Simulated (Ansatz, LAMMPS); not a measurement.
# Glassy 62P2O5-33BaO-4SnO2 (mol %) (124 atoms) under strain, part 3 of 3

Aim: relax glassy 62P2O5-33BaO-4SnO2 (mol %) (124 atoms), then change its volume to read the bulk modulus from the stress.

Ansatz 0.2.0; Kohn-Sham DFT, PBE, PAW (set soft_2), plane waves.

The cell: 30 P, 8 Ba, 1 Sn and 85 O. The quench rate of 50 K/ps far exceeds what a furnace or splat quench reaches. The network of bonds at the start is that of the classical potential that made the cell. The Brillouin zone is sampled at Γ only. The levels lack spin–orbit coupling.

So far. Step 2 (Single point at the start): The r.m.s. force at the start is 1.5 eV/Å. Step 3 (Cell and atoms relaxed): The relaxation converged after 41 steps, with a largest force component of 0.038 eV/Å.

## 5. Volume -3 %

The relaxed cell is scaled evenly and the atoms are relaxed again; the stress at the end gives one point of P(V).

The input, input.yaml:

```yaml
crystal:
  lattice:
    - [12.30217, 0.08253, 0.23352]
    - [0.08253, 11.59279, 0.1786]
    - [0.23352, 0.1786, 11.95807]
  atoms:
    [... the 124 atom lines of step 4 ...]
kpoints:
  mp_grid: { grid: [1, 1, 1] }
hamiltonian:
  xc: pbe
scf:
  occupations: { method: fermi_dirac, width: 0.05 }
output:
  forces: true
  eigenvalues: true
  stress: true
relax:
  f_tol: 0.05
  max_steps: 70
```

On the command line:

```bash
$ ansatz run input.yaml --threads 4 --pin off --max-ram 8192MiB --backend cpu --events-out ev --progress --plain --runs-dir out
```

Numbers of over 12 decimals in the logs are rounded to 6 here.

The log of the run:

```text
Warning: output.stress: scf.convergence.dr2_threshold = 1e-7 eV (the SCF's general default) is looser than the 1.08e-8 eV advised for a printed stress (1e-10 eV for each atom of the cell: 124, of which 108 are counted). What an SCF threshold leaves in a stress goes as its square root, and in the free energy as the threshold itself, and one threshold admits the most on a small cell: [...]
[...]
Crystal: 124 atoms, lattice volume = 1704.319 Å³
Basis set: ecut = 420 eV, 33311 PW (Γ), exchange–correlation on 180×160×160 points (8 copies of the dense FFT grid, shifted against one another)
Bands: 501, of which v1, the nominal top of the filled ones, is band 377 counted from 1 (376 counted from 0)
Symmetry: 1 space group operations
[...]
k-points: 1
[...]
SCF iter   1: F=—  HF=-124582.450409 eV  |F-HF|=—  |Δ(HF+E_count)|=         —  Δρ=3.44e-3  dr2=2.77e-1  ethr=1.77e-3  ⟨swp⟩=7.0  Hψ=2634  notcnv=0  defer=111
[...]
SCF iter   5: F=—  HF=-124582.420282 eV  |F-HF|=—  |Δ(HF+E_count)|=   1.09e-4  Δρ=1.80e-4  dr2=4.65e-4  ethr=2.08e-7  ⟨swp⟩=3.0  Hψ=782  notcnv=0  defer=117
SCF iter   6: F=-124582.420232 eV  HF=-124582.420223 eV  |F-HF|=9.20e-6  |Δ(HF+E_count)|=   5.92e-5  Δρ=4.64e-5  dr2=3.05e-5  ethr=8.29e-9  ⟨swp⟩=22.0  Hψ=4419  notcnv=0
SCF 1 converged in 6 iterations: F = -124582.420232 eV  dr2 = 3.05e-5
[...]
relax step   1: F+E_penalty+E_count = -124582.42023219 eV  Δ(F+E_penalty+E_count) = +0.000e0 eV  max|allowed force component| = 9.699e-1 eV/Å  Δτ_max = 0.0000 Å  (6 SCF iters, dr2 threshold 6.25e-5 eV, accepted)
[...]
relax step   2: F+E_penalty+E_count = -124582.72642417 eV  Δ(F+E_penalty+E_count) = -3.062e-1 eV  max|allowed force component| = 5.968e-1 eV/Å  Δτ_max = 0.1462 Å  (6 SCF iters, dr2 threshold 5.88e-5 eV, accepted)
[...]
relax step   3: F+E_penalty+E_count = -124582.93104076 eV  Δ(F+E_penalty+E_count) = -2.046e-1 eV  max|allowed force component| = 2.129e-1 eV/Å  Δτ_max = 0.0873 Å  (6 SCF iters, dr2 threshold 2.23e-5 eV, accepted)
relax step   4: F+E_penalty+E_count = -124582.95838898 eV  Δ(F+E_penalty+E_count) = -2.735e-2 eV  max|allowed force component| = 1.396e-1 eV/Å  Δτ_max = 0.0287 Å  (6 SCF iters, dr2 threshold 5.77e-6 eV, accepted)
relax step   5: F+E_penalty+E_count = -124582.84324510 eV  Δ(F+E_penalty+E_count) = +1.151e-1 eV  max|allowed force component| = 5.832e-1 eV/Å  Δτ_max = 0.1661 Å  (10 SCF iters, rejected (line search))
relax step   6: F+E_penalty+E_count = -124582.99389957 eV  Δ(F+E_penalty+E_count) = -3.551e-2 eV  max|allowed force component| = 1.259e-1 eV/Å  Δτ_max = 0.0656 Å  (10 SCF iters, accepted)
relax step   7: F+E_penalty+E_count = -124583.00089046 eV  Δ(F+E_penalty+E_count) = -6.991e-3 eV  max|allowed force component| = 1.163e-1 eV/Å  Δτ_max = 0.0343 Å  (6 SCF iters, dr2 threshold 6.81e-6 eV, accepted)
relax step   8: F+E_penalty+E_count = -124583.01056129 eV  Δ(F+E_penalty+E_count) = -9.671e-3 eV  max|allowed force component| = 1.425e-1 eV/Å  Δτ_max = 0.0517 Å  (6 SCF iters, dr2 threshold 1.10e-5 eV, accepted)
relax step   9: F+E_penalty+E_count = -124583.02194225 eV  Δ(F+E_penalty+E_count) = -1.138e-2 eV  max|allowed force component| = 1.581e-1 eV/Å  Δτ_max = 0.0701 Å  (6 SCF iters, dr2 threshold 1.73e-5 eV, accepted)
relax step  10: F+E_penalty+E_count = -124583.02918471 eV  Δ(F+E_penalty+E_count) = -7.242e-3 eV  max|allowed force component| = 1.449e-1 eV/Å  Δτ_max = 0.0808 Å  (6 SCF iters, dr2 threshold 2.50e-5 eV, accepted)
relax step  11: F+E_penalty+E_count = -124583.03898113 eV  Δ(F+E_penalty+E_count) = -9.796e-3 eV  max|allowed force component| = 1.360e-1 eV/Å  Δτ_max = 0.0422 Å  (6 SCF iters, dr2 threshold 1.76e-5 eV, accepted)
relax step  12: F+E_penalty+E_count = -124583.04812190 eV  Δ(F+E_penalty+E_count) = -9.141e-3 eV  max|allowed force component| = 7.642e-2 eV/Å  Δτ_max = 0.0246 Å  (5 SCF iters, dr2 threshold 1.55e-5 eV, accepted)
relax step  13: F+E_penalty+E_count = -124583.05576083 eV  Δ(F+E_penalty+E_count) = -7.639e-3 eV  max|allowed force component| = 7.822e-2 eV/Å  Δτ_max = 0.0312 Å  (8 SCF iters, accepted)
relax step  14: F+E_penalty+E_count = -124583.06037741 eV  Δ(F+E_penalty+E_count) = -4.617e-3 eV  max|allowed force component| = 5.234e-2 eV/Å  Δτ_max = 0.0377 Å  (8 SCF iters, accepted)
relax step  15: F+E_penalty+E_count = -124583.06331576 eV  Δ(F+E_penalty+E_count) = -2.938e-3 eV  max|allowed force component| = 5.562e-2 eV/Å  Δτ_max = 0.0264 Å  (8 SCF iters, accepted)
[...]
relax step  16: F+E_penalty+E_count = -124583.06551791 eV  Δ(F+E_penalty+E_count) = -2.202e-3 eV  max|allowed force component| = 4.748e-2 eV/Å  Δτ_max = 0.0148 Å  (7 SCF iters, accepted)
SCF converged after 7 iterations
Free energy (F): -124583.065518 eV
[...]
Internal energy: -124583.065518 eV  (E = F + TS)
E sigma→0 (E₀):  -124583.065518 eV
Fermi energy:    6.331987 eV
[...]
Σ components = -124583.065518   (vs F -124583.065518, Δ=0.00e0)
--- Forces (eV/Å), atoms counted from 1 ---
  atom   1  P     -0.00123638     0.00639942    -0.00345876
  atom   2  P      0.01225219    -0.00234661     0.00551481
  atom   3  P      0.01891146     0.00751179     0.01400742
  atom   4  P     -0.00178895     0.00037321    -0.04748225
[...]
atom 124  O     -0.00508092     0.01294185     0.00627228
  max |Σ_I F_I| component: 1.46e-4 eV/Å
--- Stress (GPa, compression-positive) ---
        1.005164       0.040819      -0.120840
        0.040818       1.131715      -0.020216
       -0.120839      -0.020217       1.014688
  P = ⅓ Tr σ = 1.0505 GPa (10.505 kbar)
--- Band table (eV) ---
[...]
--- Relaxed structure (16 steps of the walk, 15 accepted, 0 SCFs on fresh bases) ---
  F+E_penalty+E_count = -124583.06551791 eV   max|allowed force component| = 4.748e-2 eV/Å
  atoms:
    - { symbol: P, position: [0.517576, 0.745509, 0.430835] }
    - { symbol: P, position: [0.135532, 0.270430, 0.499286] }
    - { symbol: P, position: [0.017462, 0.365077, 0.709017] }
    - { symbol: P, position: [0.337630, 0.257912, 0.209138] }
[...]
- { symbol: O, position: [0.793024, 0.784483, 0.946974] }
```

The job ended after 6.4 min (4 threads of Intel Xeon Platinum 8259CL at 2.50GHz (Skylake/Cascade Lake), shared host; peak memory 2.7 GiB).

The program notes that the SCF threshold is loose for the stress.

The relaxation converged after 16 steps, 0.645 eV below its start, with a largest force component of 0.047 eV/Å.

Volume -3 %: the energy stands 0.146 eV above that of the reference, at a pressure of 1.05 GPa.

## 6. Volume +3 %

The relaxed cell is scaled to another volume.

Input and log are left out; they have the form of those shown for this kind of step.

It took 4.3 min on 4 threads of Intel Xeon Platinum 8259CL at 2.50GHz (Skylake/Cascade Lake), shared host; peak memory 2.9 GiB; 16 min of CPU time.

The relaxation converged after 10 steps, 0.521 eV below its start, with a largest force component of 0.046 eV/Å.

Volume +3 %: the energy stands 0.186 eV above that of the reference, at a pressure of -1.01 GPa.

## 7. Volume -6 %

The relaxed cell is scaled to another volume.

Input and log are left out; they have the form of those shown for this kind of step.

The job ended after 7 min (4 threads of Intel Xeon Platinum 8259CL at 2.50GHz (Skylake/Cascade Lake), shared host; peak memory 2.7 GiB).

The relaxation was stopped at its limit after 16 steps, 2.59 eV below its start, with a largest force component of 0.068 eV/Å.

Volume -6 %: the energy stands 0.720 eV above that of the reference.

## 8. Volume +6 %

The relaxed cell is scaled to another volume.

Input and log are left out; they have the form of those shown for this kind of step.

The job ended after 5 min (4 threads of Intel Xeon Platinum 8259CL at 2.50GHz (Skylake/Cascade Lake), shared host; peak memory 2.9 GiB).

The relaxation was stopped at its limit after 11 steps, 2.09 eV below its start, with a largest force component of 0.32 eV/Å.

Volume +6 %: the energy stands 0.562 eV above that of the reference.

## 9. Volume -10 %

The relaxed cell is scaled to another volume.

Input and log are left out; they have the form of those shown for this kind of step.

The job ended after 3.9 min (4 threads of Intel Xeon Platinum 8259CL at 2.50GHz (Skylake/Cascade Lake), shared host; peak memory 2.5 GiB).

The relaxation was stopped at its limit after 10 steps, 7.42 eV below its start, with a largest force component of 0.28 eV/Å.

Volume -10 %: the energy stands 2.52 eV above that of the reference.

## 10. Pressure against volume

Atoms are relaxed at each volume, in the scaled cell.

```
volume change (%)  volume (Å³/atom)  energy change (meV/atom)  pressure (GPa)  largest move on relaxing (Å)  bonds  gap (eV)
               -3            13.745                      1.18            1.05                          0.49    188                2.15
               +0            14.170                      0.00            0.01                             -    182                2.24
               +3            14.595                      1.50           -1.01                          0.15    180                2.21
```

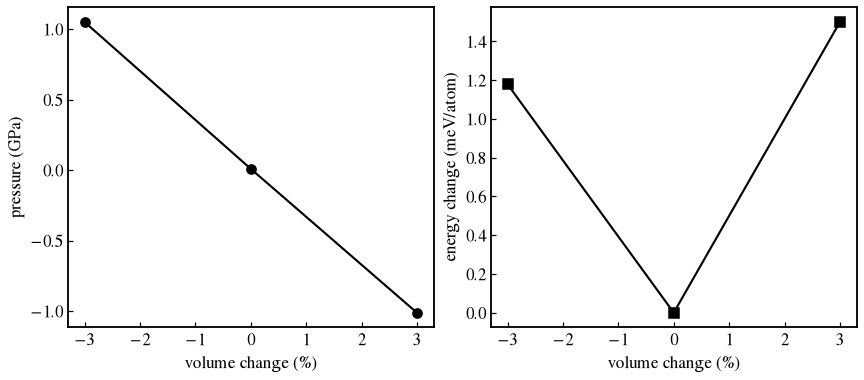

Pressure and energy against volume.

## 11. Findings

The bulk modulus, from the slope of pressure against ln V over the three points nearest the relaxed volume, is 34.4 GPa. The count of bonds runs from 180 to 188 over the series, so at some points contacts cross the cutoffs. The gap goes from 2.15 eV at the smallest volume to 2.21 eV at the largest, not monotonically (lowest 2.15, highest 2.24 eV), on the run's k-points.

Caveats: Strains are finite and relaxations stop at the force tolerance of the input, which can leave moduli too stiff; they are those of a static cell at zero temperature. Volumes are changed with the cell's shape held, so in an anisotropic solid the modulus lies over the one under free hydrostatic load. The program notes that the SCF threshold of the relaxations is loose for the stress.

The DFT runs together took 44 min of wall time.

[Logs are printed without paths, hosts, clocks, repeated set-up lines and the standing remarks that a program may print on its own settings, such as how far it seeks lower states.]

[Hosts, paths, dates, database ids (printed as entryN), source tags and the programs' standing remarks are cut or masked in the printed files.]
